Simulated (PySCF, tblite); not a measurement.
**Si₄H₈O₄: geometry, infrared bands and NMR shifts**

What infrared bands and NMR shifts should Si₄H₈O₄ (`[SiH3]O[SiH]1O[SiH2]O[SiH2]O1`) show?

Programs: tblite 0.8.0 and PySCF 2.14.0, with density-fitted response routines of our own. Each step states its level of theory. These are calculated values for one molecule in the gas phase, unless marked as measured. Atoms are numbered from 0 throughout.

## (1) The molecule as given

16 atoms, charge 0, multiplicity 1; geometry from: force field or distance geometry start.

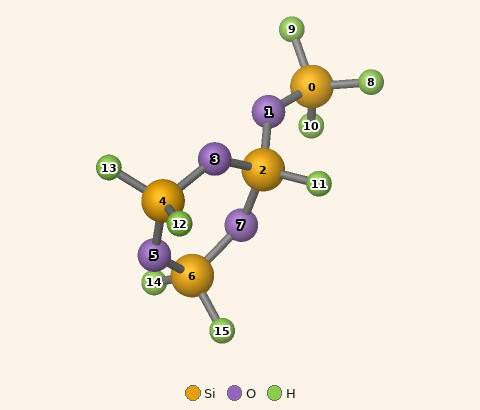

As it starts; silicon amber, oxygen purple, hydrogen green, atoms numbered.

## (2) Optimising the geometry with GFN2-xTB

Job settings and geometry (Å):

```
{"job": {"kind": "relax", "xc": "GFN2-xTB", "basis": "xTB"}, "charge": 0, "multiplicity": 1}
Si     3.332400     0.540900    -0.260900
O      1.695500     0.840200    -0.315700
Si     0.356800     0.410400     0.534300
O     -0.941100     1.366100     0.066700
Si    -2.525700     0.980200    -0.252700
O     -2.634700    -0.674400    -0.389800
Si    -1.532600    -1.882400    -0.080200
O     -0.059300    -1.162100     0.236900
H      3.879000     0.986800     1.044200
H      3.989600     1.289300    -1.347800
H      3.579300    -0.908400    -0.431800
H      0.576500     0.583900     1.983000
H     -3.393200     1.446700     0.860400
H     -2.935000     1.612600    -1.536400
H     -1.424600    -2.771700    -1.248800
H     -1.970500    -2.649100     1.127200
```

Launch:

```console
$ OMP_NUM_THREADS=1 python probes_run.py task.json out
```

The driver reads the jobs from task.json and runs them one after another.

The program printed:

```text
step      E/eV     max force
  0    -754.04358    1.015
  1    -754.12895    0.654
  2    -754.25972    0.815
  3    -754.28054    0.372
  4    -754.30772    0.366
  5    -754.32924    0.587
  6    -754.37328    0.694
  7    -754.40337    0.520
  8    -754.41829    0.311
  9    -754.42646    0.340
 10    -754.43443    0.385
 11    -754.43928    0.217
 12    -754.44142    0.109
 13    -754.44265    0.088
 14    -754.44415    0.153
 15    -754.44635    0.179
 16    -754.44858    0.126
 17    -754.44994    0.078
 18    -754.45056    0.053
 19    -754.45100    0.049
 20    -754.45150    0.056
 21    -754.45207    0.074
 22    -754.45266    0.068
 23    -754.45317    0.048
 24    -754.45353    0.045
 25    -754.45375    0.043
 26    -754.45394    0.039
 27    -754.45420    0.046
 28    -754.45458    0.054
 29    -754.45504    0.064
 30    -754.45549    0.053
 31    -754.45585    0.041
 32    -754.45617    0.048
 33    -754.45661    0.064
 34    -754.45729    0.078
 35    -754.45815    0.074
 36    -754.45885    0.065
 37    -754.45927    0.044
 38    -754.45952    0.041
 39    -754.45977    0.050
 40    -754.46020    0.078
 41    -754.46072    0.080
 42    -754.46110    0.052
 43    -754.46126    0.025
 44    -754.46135    0.027
 45    -754.46149    0.039
 46    -754.46171    0.049
 47    -754.46195    0.041
 48    -754.46210    0.029
 49    -754.46216    0.022
 50    -754.46221    0.018
 51    -754.46229    0.022
 52    -754.46243    0.032
 53    -754.46261    0.040
 54    -754.46277    0.035
 55    -754.46289    0.022
 56    -754.46299    0.022
 57    -754.46312    0.029
 58    -754.46333    0.041
 59    -754.46363    0.047
 60    -754.46398    0.046
 61    -754.46425    0.045
 62    -754.46443    0.035
 63    -754.46458    0.031
 64    -754.46483    0.035
 65    -754.46530    0.054
 66    -754.46582    0.058
 67    -754.46647    0.066
 68    -754.46682    0.051
 69    -754.46710    0.028
 70    -754.46726    0.035
 71    -754.46751    0.038
 72    -754.46768    0.025
 73    -754.46780    0.019
 74    -754.46790    0.020
 75    -754.46801    0.025
 76    -754.46811    0.024
 77    -754.46816    0.022
 78    -754.46821    0.020
 79    -754.46827    0.024
 80    -754.46835    0.023
 81    -754.46845    0.019
 82    -754.46850    0.021
 83    -754.46854    0.016
 84    -754.46857    0.017
 85    -754.46861    0.019
 86    -754.46867    0.021
 87    -754.46876    0.028
 88    -754.46890    0.034
 89    -754.46911    0.038
 90    -754.46932    0.034
 91    -754.46951    0.041
 92    -754.46959    0.075
 93    -754.46980    0.082
 94    -754.47012    0.029
 95    -754.47042    0.027
 96    -754.46488    0.463
 97    -754.47099    0.045
 98    -754.47131    0.028
 99    -754.46336    0.481
100    -754.47164    0.019
101    -754.47195    0.019
102    -754.46255    0.502
103    -754.47219    0.019
104    -754.47228    0.034
105    -754.47217    0.045
106    -754.47279    0.019
107    -754.47408    0.064
108    -754.47045    0.644
109    -754.47498    0.072
110    -754.47571    0.112
111    -754.47128    0.663
112    -754.47654    0.143
113    -754.47714    0.176
114    -754.47168    0.671
115    -754.47809    0.195
116    -754.47874    0.211
117    -754.47441    0.612
118    -754.48022    0.200
119    -754.48110    0.204
120    -754.47884    0.450
121    -754.48334    0.153
122    -754.48430    0.130
123    -754.48603    0.167
124    -754.48728    0.062
125    -754.48843    0.083
126    -754.49091    0.141
127    -754.49058    0.192
128    -754.49411    0.128
129    -754.49539    0.127
130    -754.49667    0.162
131    -754.49793    0.102
132    -754.49928    0.128
133    -754.50031    0.102
134    -754.50088    0.130
135    -754.50163    0.051
136    -754.50223    0.060
137    -754.50283    0.050
138    -754.50325    0.049
139    -754.50370    0.059
140    -754.50405    0.065
141    -754.50446    0.058
142    -754.50479    0.053
143    -754.50493    0.046
144    -754.50520    0.040
145    -754.50534    0.026
146    -754.50549    0.024
147    -754.50560    0.027
148    -754.50569    0.024
149    -754.50573    0.020
150    -754.50576    0.016
151    -754.50578    0.011
152    -754.50580    0.010
```

Run time: 2.7 s. Hardware: 1 thread of Arm Neoverse N1, shared host.

The steps of the relaxation: (not every step is listed) (the energy doesn't fall at every step)

| step | energy from step 0 (eV) | largest force (eV/Å) |
| --- | --- | --- |
| 0 | 0.0000 | 1.0148 |
| 1 | -0.0854 | 0.6537 |
| 2 | -0.2161 | 0.8145 |
| 3 | -0.2370 | 0.3723 |
| 4 | -0.2641 | 0.3659 |
| 5 | -0.2857 | 0.5872 |
| 6 | -0.3297 | 0.6944 |
| 7 | -0.3598 | 0.5198 |
| 8 | -0.3747 | 0.3106 |
| 21 | -0.4085 | 0.0742 |
| 34 | -0.4137 | 0.0778 |
| 47 | -0.4184 | 0.0408 |
| 60 | -0.4204 | 0.0462 |
| 73 | -0.4242 | 0.0188 |
| 86 | -0.4251 | 0.0210 |
| 99 | -0.4198 | 0.4811 |
| 112 | -0.4330 | 0.1429 |
| 125 | -0.4448 | 0.0830 |
| 138 | -0.4597 | 0.0490 |
| 147 | -0.4620 | 0.0271 |
| 148 | -0.4621 | 0.0241 |
| 149 | -0.4621 | 0.0197 |
| 150 | -0.4622 | 0.0157 |
| 151 | -0.4622 | 0.0114 |
| 152 | -0.4622 | 0.0097 |

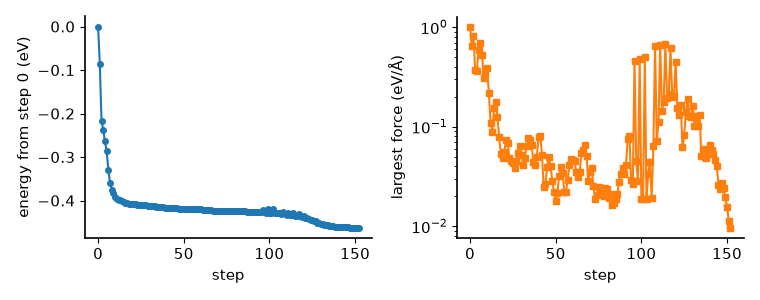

Energy and force, step by step.

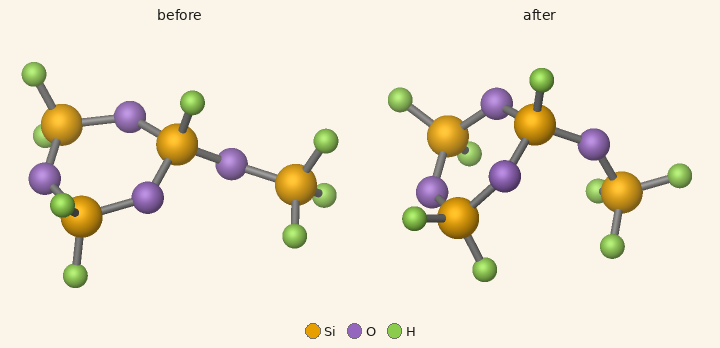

Before and after, at one scale.

Distances of close pairs at the start and the end, largest changes first:

| bond | before (Å) | after (Å) | change (Å) |
| --- | --- | --- | --- |
| Si2–O3 | 1.678 | 1.621 | -0.057 |
| Si6–O7 | 1.670 | 1.624 | -0.047 |
| Si6–H15 | 1.496 | 1.453 | -0.043 |
| O5–Si6 | 1.664 | 1.626 | -0.039 |
| Si4–O5 | 1.664 | 1.625 | -0.038 |
| O3–Si4 | 1.662 | 1.624 | -0.038 |
| Si0–O1 | 1.665 | 1.628 | -0.037 |
| Si2–H11 | 1.476 | 1.440 | -0.036 |

The final coordinates are the input of the step that follows.

## (3) Infrared spectrum with GFN2-xTB

Job settings and geometry (Å):

```
{"job": {"kind": "ir", "xc": "GFN2-xTB", "basis": "xTB"}, "charge": 0, "multiplicity": 1}
Si     2.528741     0.428125    -0.589055
O      1.689897     0.589187     0.796907
Si     0.228638     0.331600     1.418789
O     -0.833175     1.331348     0.711076
Si    -1.880204     1.038347    -0.495159
O     -1.956101    -0.563151    -0.762824
Si    -1.152664    -1.789539    -0.060659
O     -0.209454    -1.201927     1.122975
H      3.829909     0.961333    -0.193752
H      1.895710     1.212954    -1.651851
H      2.585851    -0.987640    -0.960417
H      0.231629     0.560220     2.840077
H     -3.178178     1.456299     0.006899
H     -1.352856     1.635968    -1.712919
H     -0.301365    -2.368114    -1.090355
H     -2.133977    -2.626067     0.608855
```

The program printed:

```text
mode    cm-1     km/mol
  1      23.3      0.34
  2      36.0      0.01
  3      62.5      0.04
  4      98.7      1.19
  5     105.3      1.49
  6     123.0     17.70
  7     250.3     14.84
  8     255.3     16.68
  9     263.8     13.43
 10     337.1     72.06
 11     420.2     22.09
 12     572.6     19.14
 13     577.1      1.68
 14     584.7     16.74
 15     587.4      7.36
 16     593.5     49.87
 17     596.9      5.08
 18     605.9    263.19
 19     623.1     58.41
 20     639.3     13.85
 21     643.0     36.32
 22     651.9     24.20
 23     731.4    346.54
 24     747.8     34.01
 25     775.0    690.63
 26     782.0    294.76
 27     784.9     26.96
 28     794.1     99.09
 29     814.1    261.17
 30     822.0    351.24
 31     950.6      1.51
 32    1042.4    836.96
 33    1051.1    687.03
 34    1082.8    465.35
 35    2225.4    353.76
 36    2244.3    202.31
 37    2281.0    239.11
 38    2314.4     90.91
 39    2323.0    594.17
 40    2348.9    170.42
 41    2353.2    260.66
 42    2477.6    248.50
```

It took 1.5 s on 1 thread of Arm Neoverse N1, shared host.

Which atoms move in the most intense modes:

| cm⁻¹ | km/mol | atoms |
| --- | --- | --- |
| 731 | 346.5 | H11 27 %, Si2 25 % |
| 775 | 690.6 | H13 22 %, H12 21 %, H14 20 %, H15 18 % |
| 822 | 351.2 | Si6 14 %, Si4 14 %, H15 11 %, H12 10 % |
| 1042 | 837.0 | O7 34 %, O3 26 %, Si2 15 %, O1 12 % |
| 1051 | 687.0 | O5 48 %, O3 19 % |
| 1083 | 465.4 | O1 64 % |
| 2225 | 353.8 | H9 55 %, H10 40 % |
| 2323 | 594.2 | H13 67 %, H14 22 % |

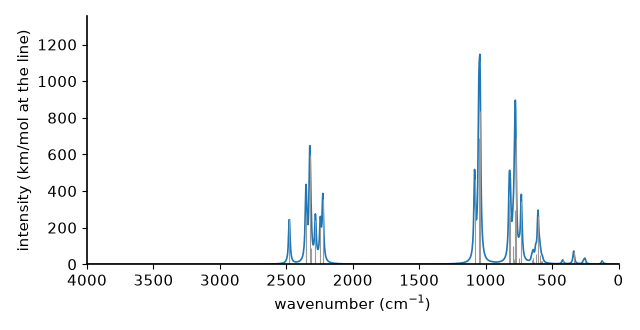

The infrared spectrum from these modes, unscaled. Lines are broadened to a width of 14 cm⁻¹ (Lorentzian).

## (4) Shielding tensors: PBE0/pcSseg-1

The job, as its differences from that of step 3:

```diff
@@ -1,2 +1,2 @@
-{"job": {"kind": "ir", "xc": "GFN2-xTB", "basis": "xTB"}, "charge": 0, "multiplicity": 1}
+{"job": {"kind": "nmr", "xc": "PBE0", "basis": "pcSseg-1"}, "charge": 0, "multiplicity": 1}
 Si     2.528741     0.428125    -0.589055
```

With the program's defaults for keys left out, this is: GIAO PBE0/pcSseg-1 NMR shielding, non-relativistic, gas phase.

The program printed:

```text
coarse grid: 15800 points
cycle   1  E = -1462.7298140798  dE =  1.412e+00  |g| = 1.375e+00  |ddm| = 3.949e+00
cycle   2  E = -1462.3187064663  dE =  4.111e-01  |g| = 2.023e+00  |ddm| = 2.406e+00
cycle   3  E = -1463.0459734362  dE = -7.273e-01  |g| = 9.513e-02  |ddm| = 1.642e+00
cycle   4  E = -1463.0470666377  dE = -1.093e-03  |g| = 6.567e-02  |ddm| = 1.257e-01
cycle   5  E = -1463.0477602130  dE = -6.936e-04  |g| = 1.569e-02  |ddm| = 4.756e-02
cycle   6  E = -1463.0478040568  dE = -4.384e-05  |g| = 1.396e-03  |ddm| = 1.436e-02
cycle   7  E = -1463.0478043421  dE = -2.852e-07  |g| = 8.676e-04  |ddm| = 1.870e-03
final grid: 135512 points
cycle   8  E = -1463.1329364073  dE = -6.771e-06  |g| = 1.174e-02  |ddm| = 1.501e-02
cycle   9  E = -1463.1329114357  dE =  2.497e-05  |g| = 1.686e-02  |ddm| = 1.761e-02
cycle  10  E = -1463.1329583008  dE = -4.687e-05  |g| = 4.086e-04  |ddm| = 1.072e-02
cycle  11  E = -1463.1329583209  dE = -2.002e-08  |g| = 2.317e-04  |ddm| = 4.114e-04
cycle  12  E = -1463.1329583300  dE = -9.102e-09  |g| = 2.646e-05  |ddm| = 1.606e-04
cycle  13  E = -1463.1329583301  dE = -9.550e-11  |g| = 7.429e-06  |ddm| = 2.484e-05
converged SCF energy = -1463.1329583301

GIAO shielding tensors (ppm)
atom      isotropic    diamagn.    paramagn.     s11        s22        s33       span
  0 Si     392.146     880.641    -488.495    357.674    358.708    460.056    102.381
  1 O      275.280     402.033    -126.753    233.630    291.257    300.952     67.322
  2 Si     421.998     883.821    -461.822    404.509    414.845    446.640     42.131
  3 O      231.114     403.956    -172.843    195.012    220.889    277.440     82.428
  4 Si     386.468     882.223    -495.755    376.463    378.758    404.181     27.718
  5 O      247.826     404.139    -156.313    191.210    221.837    330.432    139.222
  6 Si     386.460     882.338    -495.878    376.972    379.255    403.155     26.183
  7 O      231.061     404.007    -172.946    194.967    221.682    276.534     81.568
  8 H       26.527      28.642      -2.114     22.660     24.608     32.313      9.653
  9 H       26.414      31.505      -5.091     22.783     25.641     30.818      8.035
 10 H       26.408      31.094      -4.686     22.881     25.449     30.894      8.013
 11 H       27.460      29.721      -2.261     23.599     24.275     34.505     10.906
 12 H       26.539      29.001      -2.462     22.935     23.834     32.848      9.913
 13 H       26.431      31.412      -4.980     23.244     24.047     32.002      8.758
 14 H       26.409      31.736      -5.327     23.183     24.188     31.856      8.672
 15 H       26.547      29.124      -2.577     22.929     23.837     32.875      9.946
```

Run time: 66 s. Hardware: 1 thread of Arm Neoverse N1, shared host; peak memory 0.92 GiB.

The references, computed at this level on geometries of the same kind, shield at (ppm): ¹H TMS 31.72, ²⁹Si TMS 349.2, ¹⁷O H2O 336.1. Their shielding less the atom's gives the shift. The references are single molecules in the gas phase, so shifts against H2O, NH3, PH3, H3PO4 or CFCl3 are not on the usual liquid scales and can be off by tens of ppm. Atoms listed in one row are averaged.

| atoms | environment | σ (ppm) | δ (ppm) |
| --- | --- | --- | --- |
| H13, H14 | hydrogen on a silicon bonded to 2 O, in a 6-membered ring | 26.42 | 5.30 |
| H8, H9, H10 | hydrogen on a silicon bonded to O | 26.45 | 5.27 |
| H12, H15 | hydrogen on a silicon bonded to 2 O, in a 6-membered ring | 26.54 | 5.17 |
| H11 | hydrogen on a silicon bonded to 3 O, in a 6-membered ring | 27.46 | 4.26 |
| Si4, Si6 | silicon bonded to 2 O, 2 H, in a 6-membered ring | 386.5 | -37.3 |
| Si0 | silicon bonded to O, 3 H | 392.1 | -43.0 |
| Si2 | silicon bonded to 3 O, H, in a 6-membered ring | 422.0 | -72.8 |
| O3, O7 | oxygen bonded to 2 Si, in a 6-membered ring | 231.1 | 105.0 |
| O5 | oxygen bonded to 2 Si, in a 6-membered ring | 247.8 | 88.3 |
| O1 | oxygen bonded to 2 Si | 275.3 | 60.8 |

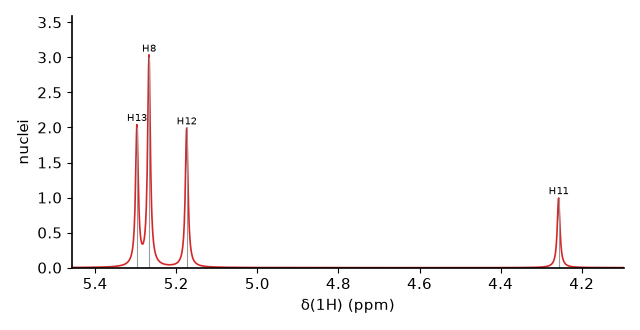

¹H lines at the computed shifts, without couplings. Lines are broadened to a width of 0.01 ppm (Lorentzian).

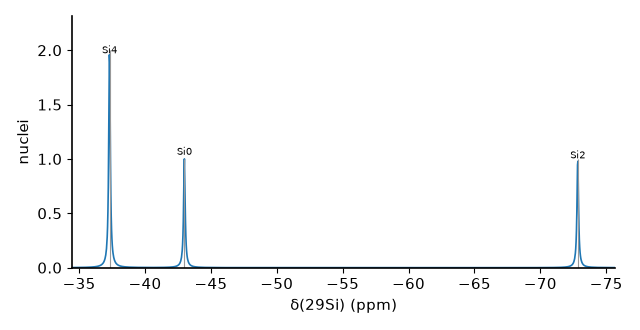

²⁹Si lines at the computed shifts, without couplings. Lines are broadened to a width of 0.14 ppm (Lorentzian).

Charges from the same density, by scheme (e):

| atoms | Mulliken | IAO | Hirshfeld | ESP fit |
| --- | --- | --- | --- | --- |
| Si0 | 0.69 | 0.87 | 0.40 | 0.56 |
| O1 | -0.72 | -0.88 | -0.30 | -0.54 |
| Si2 | 1.25 | 1.47 | 0.52 | 1.06 |
| O3, O7 | -0.74 | -0.89 | -0.31 | -0.59 |
| Si4, Si6 | 1.00 | 1.22 | 0.47 | 0.82 |
| O5 | -0.74 | -0.89 | -0.31 | -0.56 |

IAO charges:

Si0 0.87; O1 -0.88; Si2 1.47; O3 -0.89; Si4 1.22; O5 -0.89; Si6 1.21; O7 -0.89; H8 -0.13; H9 -0.15; H10 -0.14; H11 -0.16; H12 -0.16; H13 -0.16; H14 -0.16; H15 -0.16

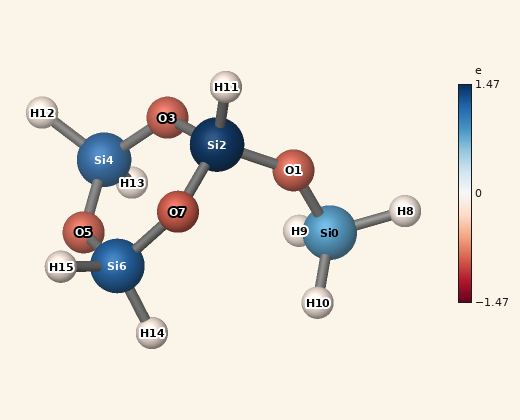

IAO charges, as colours on the atoms.

Mayer bond orders: Si0–O1 0.91, O1–Si2 0.99, Si2–O3 0.94, O3–Si4 0.95, Si4–O5 0.94, O5–Si6 0.94, Si6–O7 0.95, O7–Si2 0.93.

Ring of atoms Si2, O3, Si4, O5, Si6, O7: NICS(0) -2.4, NICS(1) -0.2, NICS(1)zz 2.5 ppm (means of both faces).

## (5) What came out

| quantity | value |
| --- | --- |
| strongest single infrared mode (GFN2-xTB) | 1042 cm⁻¹, 837 km/mol |
| zero-point energy (GFN2-xTB) | 53.7 kcal/mol |
| ¹H shifts against TMS (PBE0/pcSseg-1, means over atoms taken as alike) | 5.30, 5.27, 5.17, 4.26 ppm |
| ²⁹Si shifts against TMS (PBE0/pcSseg-1, means over atoms taken as alike) | -37.3, -43.0, -72.8 ppm |
| ¹⁷O shifts against H2O (PBE0/pcSseg-1, means over atoms taken as alike) | 105.0, 88.3, 60.8 ppm |

In words: The optimisation took 152 steps and gained 0.462 eV; among the close pairs (by a distance rule), Si2–O3 changed most, from 1.678 to 1.621 Å. No mode is imaginary among the 42: a minimum at this level. The strongest single mode, at 1042 cm⁻¹, is carried by O7, O3, Si2, O1. GFN2-xTB is a fitted tight-binding method: band positions and strengths are rough. Its intensities can rank the bands wrongly. At PBE0/pcSseg-1: Shielding is most anisotropic at O5 (span 139 ppm, paramagnetic term -156 ppm).
